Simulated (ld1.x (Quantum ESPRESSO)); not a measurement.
# A TM potential for zirconium, from input to tests

Aim: build the potential from the settings below, then test how well it stands in for the atom: other configurations, scattering, ghost states and the plane-wave cutoff that it needs.

The numbers are computed with ld1.x (Quantum ESPRESSO) 7.5 (PBEsol, scalar-relativistic, spin-unpolarised reference atom).

### Step 1. Settings

Typed settings, in words:

| Property | Result |
| --- | --- |
| element | zirconium (Zr, Z = 40) |
| type | norm-conserving Troullier–Martins (Kleinman–Bylander form) |
| frozen core | [Kr] |
| valence charge | 4 |
| reference configuration | 4d2 5s2 5p0 |
| partial waves | 5s (bound): rc 2.85 bohr; 5p (bound, empty): rc 4.15 bohr; 4d (bound): rc 1.55 bohr |
| local potential | all-electron potential smoothed inside 1.25 bohr (lloc = -1) |
| core correction | not asked for |

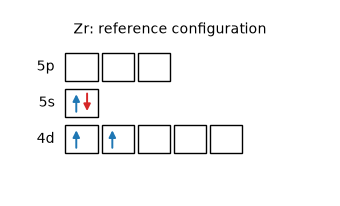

The outer shells as boxes. The arrows follow Hund's rule for the drawing; the calculation itself is spin-unpolarised.

The nodes and maxima of the atom's own shells, from an earlier all-electron run, set the scale for the radii.

All-electron outer shells of the reference configuration (PBEsol, scalar-relativistic, ld1.x):

```csv
shell,level (eV),outermost node (bohr),outermost maximum (bohr)
4s,-54.46,0.55,1.08
4p,-32.43,0.56,1.17
5s,-4.46,1.47,3.15
4d,-3.61,0.58,1.61
5p,-1.45,1.70,4.10
```

### Step 2. Generation

Zr.in

```
 &input
   title='Zr', zed=40., rel=1, dft='PBESOL', iswitch=3,
   config='[Kr] 4d2 5s2 5p0',
   nld=3, rlderiv=4.50, eminld=-2.0, emaxld=5.0, deld=0.02
 /
 &inputp
   pseudotype=2, tm=.true., lloc=-1, rcloc=1.25,
   nlcc=.false.,
   file_pseudopw='Zr.UPF', file_wfcaegen='ae.wfc', file_wfcncgen='nc.wfc', file_beta='beta', file_chi='chi'
 /
3
5S  1  0   2.00   0.00  2.85  2.85  0.0
5P  2  1   0.00   0.00  4.15  4.15  0.0
4D  3  2   2.00   0.00  1.55  1.55  0.0
 &test
   configts(1)='4d2 5s2 5p0'
 /
```

Launch:

```console
$ ld1.x < Zr.in > Zr.out
```

What the program wrote to Zr.out (without the banner and most projector matrices):

```text
     Program LD1 v.7.5
     --------------------------- All-electron run ----------------------------

     Zr
     scalar relativistic calculation

     atomic number is 40.00
     dft =PBESOL   lsd =0 sic =0 latt =0  beta=0.20 tr2=1.0E-14
     Exchange-correlation= PBESOL
                           (   1   4  10   8   0   0   0)
     mesh =1225 r(mesh) = 100.59681 a.u. xmin = -7.00 dx = 0.01250
     1 Ry =  13.60569312 eV, c = 137.03599908

     n l     nl                  e(Ry)          e(Ha)          e(eV)
     1 0     1S 1( 2.00)     -1309.2595      -654.6298    -17813.3831
     2 0     2S 1( 2.00)      -181.4208       -90.7104     -2468.3563
     2 1     2P 1( 6.00)      -161.8179       -80.9090     -2201.6449
     3 0     3S 1( 2.00)       -29.7112       -14.8556      -404.2418
     3 1     3P 1( 6.00)       -23.3268       -11.6634      -317.3773
     4 0     4S 1( 2.00)        -4.0024        -2.0012       -54.4555
     4 1     4P 1( 6.00)        -2.3835        -1.1917       -32.4290
     3 2     3D 1(10.00)       -12.8400        -6.4200      -174.6977
     4 2     4D 1( 2.00)        -0.2654        -0.1327        -3.6116
     5 0     5S 1( 2.00)        -0.3281        -0.1641        -4.4645
     5 1     5P 1( 0.00)        -0.1068        -0.0534        -1.4534

     final scf error:  9.9E-15 reached in  24 iterations

     Etot =   -7192.968336 Ry,   -3596.484168 Ha,  -97865.319830 eV

     Ekin =    7395.350392 Ry,    3697.675196 Ha,  100618.867970 eV
     Encl =  -17324.166849 Ry,   -8662.083424 Ha, -235707.297756 eV
     Eh   =    2959.479937 Ry,    1479.739969 Ha,   40265.775833 eV
     Exc  =    -223.631817 Ry,    -111.815909 Ha,   -3042.665877 eV

     normalization and overlap integrals

     s(1S/1S) =  1.000000  <r> =   0.0371  <r2> =    0.0019  r(max) =   0.0241
     s(2S/2S) =  1.000000  <r> =   0.1627  <r2> =    0.0312  r(max) =   0.1368
     s(2P/2P) =  1.000000  <r> =   0.1418  <r2> =    0.0246  r(max) =   0.1093
     s(3S/3S) =  1.000000  <r> =   0.4588  <r2> =    0.2414  r(max) =   0.4060
     s(3P/3P) =  1.000000  <r> =   0.4624  <r2> =    0.2492  r(max) =   0.4010
     s(4S/4S) =  1.000000  <r> =   1.2127  <r2> =    1.6688  r(max) =   1.0764
     s(4P/4P) =  1.000000  <r> =   1.3690  <r2> =    2.1534  r(max) =   1.1748
     s(3D/3D) =  1.000000  <r> =   0.4527  <r2> =    0.2479  r(max) =   0.3451
     s(4D/4D) =  1.000000  <r> =   2.2978  <r2> =    6.6186  r(max) =   1.6058
     s(5S/5S) =  1.000000  <r> =   3.7097  <r2> =   15.7075  r(max) =   3.1538
     s(5P/5P) =  1.000000  <r> =   5.1028  <r2> =   30.3280  r(max) =   4.1005

     ------------------------ End of All-electron run ------------------------

     --------------------- Generating NC pseudopotential ---------------------

      Generating local potential from pseudized AE potential:
      Matching radius rcloc =   1.2500

      Local pseudo, rcloc= 1.235 Estimated cut-off energy=    16.09 Ry

      Wfc   5S  rcut= 2.818  Using Troullier-Martins method

      Wfc   5P  rcut= 4.101  Using Troullier-Martins method

      Wfc   4D  rcut= 1.547  Using Troullier-Martins method

     ------------------- End of pseudopotential generation -------------------

     [... the all-electron block is printed once more ...]


     Computing logarithmic derivative in   4.50366
     Message from routine run_pseudo:
     Warning: convergence not achieved
     Computing logarithmic derivative in   4.50366
     Computing the partial wave expansion
     R is outside the sphere for l=    0 j= 0.00
     R is outside the sphere for l=    1 j= 0.00
     R is outside the sphere for l=    2 j= 0.00

     ---------------------- Testing the pseudopotential ----------------------

     Zr
     scalar relativistic calculation

     atomic number is 40.00   valence charge is  4.00
     dft =PBESOL   lsd =0 sic =0 latt =0  beta=0.20 tr2=1.0E-14
     mesh =1225 r(mesh) = 100.59681 xmin = -7.00 dx = 0.01250

     n l     nl             e AE (Ry)        e PS (Ry)    De AE-PS (Ry)
     3 2     4D   1( 2.00)       -0.26544       -0.26543       -0.00001
     1 0     5S   1( 2.00)       -0.32814       -0.32814        0.00000
     2 1     5P   1( 0.00)       -0.10682       -0.10682        0.00000

     eps = 2.0E-11  iter =201

     Etot =   -7192.968336 Ry,   -3596.484168 Ha,  -97865.319830 eV
     Etotps =    -5.536579 Ry,      -2.768289 Ha,     -75.328994 eV

     Ekin =       5.784824 Ry,       2.892412 Ha,      78.706533 eV
     Encl =     -15.861111 Ry,      -7.930555 Ha,    -215.801407 eV
     Ehrt =       4.829654 Ry,       2.414827 Ha,      65.710792 eV
     Ecxc =      -1.600378 Ry,      -0.800189 Ha,     -21.774253 eV
     Epseu=       1.310432 Ry,       0.655216 Ha,      17.829341 eV

     ---------------------- End of pseudopotential test ----------------------
```

Run time: 5.2 s. Hardware: 1 thread, shared host. (Generation and the later configuration tests together.)

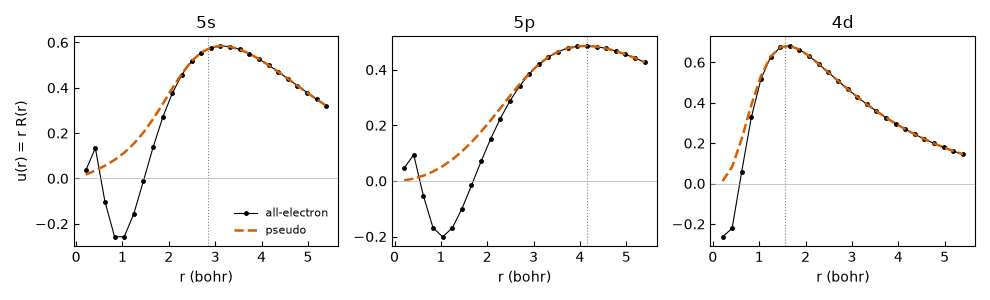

Bound waves of the atom and their pseudo partners (5s, 5p, 4d), with the matching radii dotted. The curves join 26 sampled radii, too few to resolve the innermost nodes.

### Step 3. Transferability test

Zr.test.in

```
 &input
   title='Zr', zed=40., rel=1, dft='PBESOL', iswitch=2,
   config='[Kr] 4d2 5s2 5p0'
 /
 &test
   file_pseudo='Zr.UPF', nconf=8,
   configts(1)='4d2 5s2 5p0',
   configts(2)='4d2 5s1 5p0',
   configts(3)='4d2 5s0 5p0',
   configts(4)='4d1 5s0 5p0',
   configts(5)='4d2.5 5s1.5 5p0',
   configts(6)='4d3 5s1 5p0',
   configts(7)='4d1 5s2 5p0',
   configts(8)='4d3 5s0 5p0'
 /
```

Launch:

```console
$ ld1.x < Zr.test.in > Zr.test.out
```

Zr.test.out, the pseudopotential blocks, each with the warnings that came before it:

```text
     Warning: convergence not achieved
     ---------------------- Testing the pseudopotential ----------------------

     Zr
     scalar relativistic calculation

     atomic number is 40.00   valence charge is  4.00
     dft =PBESOL   lsd =0 sic =0 latt =0  beta=0.20 tr2=1.0E-14
     mesh =1225 r(mesh) = 100.59681 xmin = -7.00 dx = 0.01250

     n l     nl             e AE (Ry)        e PS (Ry)    De AE-PS (Ry)
     3 2     4D   1( 2.00)       -0.26544       -0.26543       -0.00001
     1 0     5S   1( 2.00)       -0.32814       -0.32814        0.00000
     2 1     5P   1( 0.00)       -0.10682       -0.10682        0.00000

     eps = 2.0E-10  iter =201

     Etot =   -7192.968336 Ry,   -3596.484168 Ha,  -97865.319830 eV
     Etotps =    -5.536579 Ry,      -2.768289 Ha,     -75.328994 eV

     Ekin =       5.784824 Ry,       2.892412 Ha,      78.706533 eV
     Encl =     -15.861111 Ry,      -7.930555 Ha,    -215.801407 eV
     Ehrt =       4.829654 Ry,       2.414827 Ha,      65.710792 eV
     Ecxc =      -1.600378 Ry,      -0.800189 Ha,     -21.774252 eV
     Epseu=       1.310432 Ry,       0.655216 Ha,      17.829341 eV

     ---------------------- End of pseudopotential test ----------------------

     Warning: convergence not achieved
     Warning: n=2, l=1 expected 0 nodes, found 1
     ---------------------- Testing the pseudopotential ----------------------

     Zr
     scalar relativistic calculation

     atomic number is 40.00   valence charge is  4.00
     dft =PBESOL   lsd =0 sic =0 latt =0  beta=0.20 tr2=1.0E-14
     mesh =1225 r(mesh) = 100.59681 xmin = -7.00 dx = 0.01250

     n l     nl             e AE (Ry)        e PS (Ry)    De AE-PS (Ry)
     3 2     4D   1( 2.00)       -0.73531       -0.73381       -0.00150
     1 0     5S   1( 1.00)       -0.73321       -0.73356        0.00036
     2 1     5P   1( 0.00)       -0.45904       -0.46567        0.00663  !

     eps = 4.5E-10  iter =201

     Etot =   -7192.441299 Ry,   -3596.220650 Ha,  -97858.149121 eV
     Etotps =    -5.009254 Ry,      -2.504627 Ha,     -68.154376 eV
     dEtot_ae =       0.527037 Ry
     dEtot_ps =       0.527325 Ry,   Delta E=      -0.000287 Ry

     Ekin =       6.066628 Ry,       3.033314 Ha,      82.540673 eV
     Encl =     -14.150521 Ry,      -7.075260 Ha,    -192.527641 eV
     Ehrt =       3.190385 Ry,       1.595193 Ha,      43.407404 eV
     Ecxc =      -1.280241 Ry,      -0.640121 Ha,     -17.418572 eV
     Epseu=       1.164495 Ry,       0.582247 Ha,      15.843761 eV

     ---------------------- End of pseudopotential test ----------------------

     Warning: n=1, l=0 expected 0 nodes, found 1
     ---------------------- Testing the pseudopotential ----------------------

     Zr
     scalar relativistic calculation

     atomic number is 40.00   valence charge is  4.00
     dft =PBESOL   lsd =0 sic =0 latt =0  beta=0.20 tr2=1.0E-14
     mesh =1225 r(mesh) = 100.59681 xmin = -7.00 dx = 0.01250

     n l     nl             e AE (Ry)        e PS (Ry)    De AE-PS (Ry)
     3 2     4D   1( 2.00)       -1.26900       -1.26406       -0.00493
     1 0     5S   1( 0.00)       -1.16888       -1.27049        0.10161  !
     2 1     5P   1( 0.00)       -0.84486       -1.03857        0.19371  !

     eps = 5.3E-16  iter =  7

     Etot =   -7191.492496 Ry,   -3595.746248 Ha,  -97845.240004 eV
     Etotps =    -4.062659 Ry,      -2.031330 Ha,     -55.275298 eV
     dEtot_ae =       1.475840 Ry
     dEtot_ps =       1.473919 Ry,   Delta E=       0.001921 Ry

     Ekin =       6.402804 Ry,       3.201402 Ha,      87.114583 eV
     Encl =     -12.096966 Ry,      -6.048483 Ha,    -164.587604 eV
     Ehrt =       1.817936 Ry,       0.908968 Ha,      24.734284 eV
     Ecxc =      -0.964625 Ry,      -0.482313 Ha,     -13.124396 eV
     Epseu=       0.778192 Ry,       0.389096 Ha,      10.587835 eV

     ---------------------- End of pseudopotential test ----------------------

     ---------------------- Testing the pseudopotential ----------------------

     Zr
     scalar relativistic calculation

     atomic number is 40.00   valence charge is  4.00
     dft =PBESOL   lsd =0 sic =0 latt =0  beta=0.20 tr2=1.0E-14
     mesh =1225 r(mesh) = 100.59681 xmin = -7.00 dx = 0.01250

     n l     nl             e AE (Ry)        e PS (Ry)    De AE-PS (Ry)
     3 2     4D   1( 1.00)       -2.06937       -2.04305       -0.02633  !
     1 0     5S   1( 0.00)       -1.77036       -2.17227        0.40191  !
     2 1     5P   1( 0.00)       -1.37819       -1.37819        0.00000

     eps = 8.8E-16  iter =  9

     Etot =   -7189.832526 Ry,   -3594.916263 Ha,  -97822.654958 eV
     Etotps =    -2.414684 Ry,      -1.207342 Ha,     -32.853443 eV
     dEtot_ae =       3.135810 Ry
     dEtot_ps =       3.121895 Ry,   Delta E=       0.013915 Ry

     Ekin =       3.682242 Ry,       1.841121 Ha,      50.099460 eV
     Encl =      -6.641908 Ry,      -3.320954 Ha,     -90.367766 eV
     Ehrt =       0.495605 Ry,       0.247802 Ha,       6.743044 eV
     Ecxc =      -0.429739 Ry,      -0.214870 Ha,      -5.846898 eV
     Epseu=       0.479117 Ry,       0.239558 Ha,       6.518716 eV

     ---------------------- End of pseudopotential test ----------------------

     Warning: convergence not achieved
     ---------------------- Testing the pseudopotential ----------------------

     Zr
     scalar relativistic calculation

     atomic number is 40.00   valence charge is  4.00
     dft =PBESOL   lsd =0 sic =0 latt =0  beta=0.20 tr2=1.0E-14
     mesh =1225 r(mesh) = 100.59681 xmin = -7.00 dx = 0.01250

     n l     nl             e AE (Ry)        e PS (Ry)    De AE-PS (Ry)
     3 2     4D   1( 2.50)       -0.21489       -0.21521        0.00033
     1 0     5S   1( 1.50)       -0.30472       -0.30537        0.00065
     2 1     5P   1( 0.00)       -0.09483       -0.09563        0.00080

     eps = 1.8E-11  iter =201

     Etot =   -7192.930071 Ry,   -3596.465036 Ha,  -97864.799201 eV
     Etotps =    -5.498199 Ry,      -2.749100 Ha,     -74.806814 eV
     dEtot_ae =       0.038265 Ry
     dEtot_ps =       0.038379 Ry,   Delta E=      -0.000114 Ry

     Ekin =       6.665800 Ry,       3.332900 Ha,      90.692829 eV
     Encl =     -16.693166 Ry,      -8.346583 Ha,    -227.122098 eV
     Ehrt =       4.998059 Ry,       2.499029 Ha,      68.002052 eV
     Ecxc =      -1.651702 Ry,      -0.825851 Ha,     -22.472553 eV
     Epseu=       1.182810 Ry,       0.591405 Ha,      16.092955 eV

     ---------------------- End of pseudopotential test ----------------------

     Warning: convergence not achieved
     ---------------------- Testing the pseudopotential ----------------------

     Zr
     scalar relativistic calculation

     atomic number is 40.00   valence charge is  4.00
     dft =PBESOL   lsd =0 sic =0 latt =0  beta=0.20 tr2=1.0E-14
     mesh =1225 r(mesh) = 100.59681 xmin = -7.00 dx = 0.01250

     n l     nl             e AE (Ry)        e PS (Ry)    De AE-PS (Ry)
     3 2     4D   1( 3.00)       -0.17243       -0.17236       -0.00006
     1 0     5S   1( 1.00)       -0.28441       -0.28566        0.00125
     2 1     5P   1( 0.00)       -0.08488       -0.08635        0.00147

     eps = 1.5E-10  iter =201

     Etot =   -7192.879481 Ry,   -3596.439741 Ha,  -97864.110891 eV
     Etotps =    -5.447142 Ry,      -2.723571 Ha,     -74.112136 eV
     dEtot_ae =       0.088855 Ry
     dEtot_ps =       0.089437 Ry,   Delta E=      -0.000582 Ry

     Ekin =       7.413295 Ry,       3.706648 Ha,     100.863022 eV
     Encl =     -17.395891 Ry,      -8.697946 Ha,    -236.683156 eV
     Ehrt =       5.155096 Ry,       2.577548 Ha,      70.138653 eV
     Ecxc =      -1.700966 Ry,      -0.850483 Ha,     -23.142819 eV
     Epseu=       1.081324 Ry,       0.540662 Ha,      14.712165 eV

     ---------------------- End of pseudopotential test ----------------------

     BEWARE! Errors in PS-KS equations
     Warning: n=3, l=2 expected 0 nodes, found 1
     ---------------------- Testing the pseudopotential ----------------------

     Zr
     scalar relativistic calculation

     atomic number is 40.00   valence charge is  4.00
     dft =PBESOL   lsd =0 sic =0 latt =0  beta=0.20 tr2=1.0E-14
     mesh =1225 r(mesh) = 100.59681 xmin = -7.00 dx = 0.01250

     n l     nl             e AE (Ry)        e PS (Ry)    De AE-PS (Ry)
     3 2     4D   1( 1.00)       -0.89009       -2.04304        1.15296  !
     1 0     5S   1( 2.00)       -0.81473       -0.94343        0.12870  !
     2 1     5P   1( 0.00)       -0.51728       -0.51728        0.00000

     eps = 2.2E-15  iter = 32

     Etot =   -7192.403743 Ry,   -3596.201871 Ha,  -97857.638142 eV
     Etotps =    -4.301539 Ry,      -2.150769 Ha,     -58.525413 eV
     dEtot_ae =       0.564594 Ry
     dEtot_ps =       1.235040 Ry,   Delta E=      -0.670447 Ry

     Ekin =       1.795387 Ry,       0.897694 Ha,      24.427490 eV
     Encl =      -6.641908 Ry,      -3.320954 Ha,     -90.367766 eV
     Ehrt =       0.495605 Ry,       0.247802 Ha,       6.743044 eV
     Ecxc =      -0.429739 Ry,      -0.214870 Ha,      -5.846898 eV
     Epseu=       0.479117 Ry,       0.239558 Ha,       6.518716 eV

     ---------------------- End of pseudopotential test ----------------------

     ---------------------- Testing the pseudopotential ----------------------

     Zr
     scalar relativistic calculation

     atomic number is 40.00   valence charge is  4.00
     dft =PBESOL   lsd =0 sic =0 latt =0  beta=0.20 tr2=1.0E-14
     mesh =1225 r(mesh) = 100.59681 xmin = -7.00 dx = 0.01250

     n l     nl             e AE (Ry)        e PS (Ry)    De AE-PS (Ry)
     3 2     4D   1( 3.00)       -0.59860       -0.59608       -0.00252
     1 0     5S   1( 0.00)       -0.65379       -0.65256       -0.00123
     2 1     5P   1( 0.00)       -0.40065       -0.40172        0.00107

     eps = 6.2E-15  iter = 12

     Etot =   -7192.413667 Ry,   -3596.206834 Ha,  -97857.773173 eV
     Etotps =    -4.980290 Ry,      -2.490145 Ha,     -67.760295 eV
     dEtot_ae =       0.554669 Ry
     dEtot_ps =       0.556289 Ry,   Delta E=      -0.001620 Ry

     Ekin =       8.026892 Ry,       4.013446 Ha,     109.211435 eV
     Encl =     -16.092236 Ry,      -8.046118 Ha,    -218.946022 eV
     Ehrt =       3.622386 Ry,       1.811193 Ha,      49.285075 eV
     Ecxc =      -1.447899 Ry,      -0.723950 Ha,     -19.699673 eV
     Epseu=       0.910567 Ry,       0.455283 Ha,      12.388890 eV

     ---------------------- End of pseudopotential test ----------------------
```

1 test gave no usable energy difference (4d1 5s2 5p0).

Excitation and ionisation energies from 4d2 5s2 5p0, with the error of the potential. A star marks tests that logged a warning. The frozen-core shift comes from a second all-electron run, not shown, with the core orbitals held at their reference shape; it is that run's ΔE less the relaxed one.

```csv
valence configuration,charge,ΔE all-electron (eV),error AE − PS (meV),frozen-core shift (meV)
4d2 5s1 5p0 *,+1,7.171,-3.9,+2.9
4d2 5s0 5p0 *,+2,20.080,+26,+24
4d1 5s0 5p0,+3,42.665,+189,+388
4d2.5 5s1.5 5p0 *,0,0.521,-1.6,+12
4d3 5s1 5p0 *,0,1.209,-7.9,+38
4d3 5s0 5p0,+1,7.547,-22,+55
```

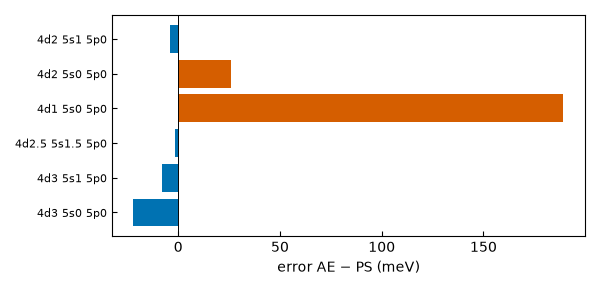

Error of the potential in each test configuration.

### Step 4. Logarithmic derivatives

Taken from the files of the generation run. The phase is arctan(r·u′/u) with u = r·R, unwrapped, with energies in Ry. A pole is an energy at which the radial function vanishes at the test radius. The pseudo phase is shifted by a multiple of π to meet the all-electron one at the reference energy. Levels narrower than the energy grid can be missing from the poles. The last column is the largest difference on the grid between −1 and +1 Ry.

| channel | radius (bohr) | reference (Ry) | poles AE | poles PS | window around the reference with phases within 0.05 rad (Ry) | largest difference near zero (rad) |
| --- | --- | --- | --- | --- | --- | --- |
| s | 4.50 | -0.33 | 0.02, 2.63 | 0.01, 0.66, 3.03 | below 0.3 | 2.828 |
| p | 4.50 | -0.11 | 0.52, 3.28 | 0.49, 2.18 | below 0.9 | 0.046 |
| d | 4.50 | -0.27 | -0.20, 1.56, 4.53 | -0.20, 1.55, 4.47 | below 2.7 | 0.006 |

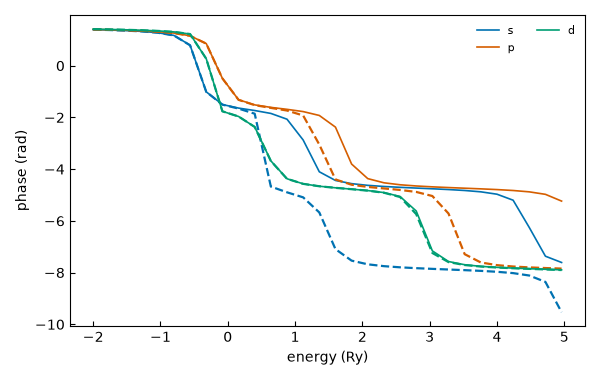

All-electron (solid) and pseudo (dashed) phases against energy.

### Step 5. Cutoff and ghost test in a Bessel basis

A separate test, outside the generator: the pseudo-atom's Hamiltonian at the reference potential is diagonalised in spherical Bessel functions j_l(qr) that vanish at 20 bohr, with q² up to the cutoff.

All-electron valence levels (Ry): 5s -0.3281, 5p -0.1068, 4d -0.2654. The lowest levels of each channel (Ry) by cutoff; the last column sums, over occupied levels, occupation times the distance from the level at 400 Ry. A positive value at high cutoff is not a bound level.

```tsv
cutoff (Ry)	s #1	s #2	p #1	p #2	d #1	f #1	Σ f·Δε (mRy)
8	-6.8128	-0.3268	-0.4975	-0.1066	-0.0843	0.1024	365.1
10	-8.2270	-0.3277	-1.2781	-0.1068	-0.1262	0.1024	279.5
15	-10.2080	-0.3281	-2.9371	-0.1068	-0.1985	0.1024	134.0
18	-11.1282	-0.3281	-3.4490	-0.1068	-0.2325	0.1024	66.0
21	-11.5641	-0.3281	-3.8779	-0.1068	-0.2462	0.1024	38.6
30	-12.2500	-0.3281	-4.7127	-0.1068	-0.2612	0.1024	8.4
35	-12.4679	-0.3281	-4.9299	-0.1068	-0.2639	0.1024	3.0
40	-12.5915	-0.3281	-5.0250	-0.1068	-0.2649	0.1024	1.0
45	-12.6395	-0.3281	-5.1155	-0.1068	-0.2652	0.1024	0.5
50	-12.6805	-0.3281	-5.1515	-0.1068	-0.2654	0.1024	0.1
55	-12.6954	-0.3281	-5.1747	-0.1068	-0.2654	0.1024	0.1
400	-12.7172	-0.3281	-5.2104	-0.1068	-0.2654	0.1024	0.0
```

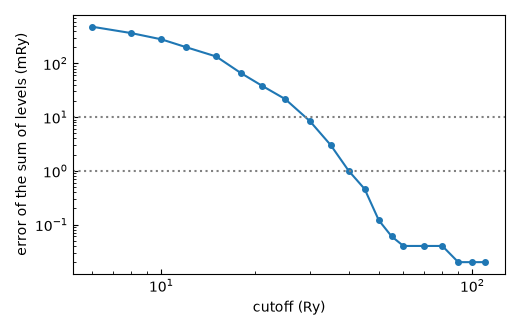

Occupation-weighted error of the valence levels against the cutoff; the dotted lines mark 10 and 1 mRy.

The sum stays within 10 mRy from 30 Ry and within 1 mRy from 45 Ry. The sum leaves out empty levels, which can need more. Ghost test: ghost states, bound below the all-electron valence or empty levels of the same l: s at -173.0 eV, p at -70.9 eV.

### Step 6. What came out

| quantity | value |
| --- | --- |
| cutoffs for 10 and 1 mRy, occupied levels | 30 Ry and 45 Ry |
| bound ghosts | s at -173.03 eV, p at -70.89 eV |
| largest test error (AE − PS) | +189 meV, for 4d1 5s0 5p0 (1 test unsolved) |
| largest phase difference near zero energy, channels read | 2.828 rad |

**Reading.** A bound ghost (s, p) makes it unfit for use: electrons can fall into a state that the atom doesn't have. By total energies transferability is poor: the largest error is 189 meV on 42.7 eV, for 4d1 5s0 5p0. Of the tests 1 gave no usable energy difference, which is a warning in itself. It counts as soft on the atom at that tolerance, with 30 Ry needed at the looser tolerance. The slowest occupied level is 4d: taken alone it needs 40 Ry to come within 1 mRy, against 10 Ry for 5s. Of the channels read, s scatters worst near zero energy, by up to 2.83 rad. A step near π is an extra or missing state, not a misfit of shape. The pseudo curves have a pole with no partner nearby in the atom's: s at 0.66 Ry. At positive energy that is a spurious or a displaced resonance. All of this concerns the isolated atom, not yet a solid.
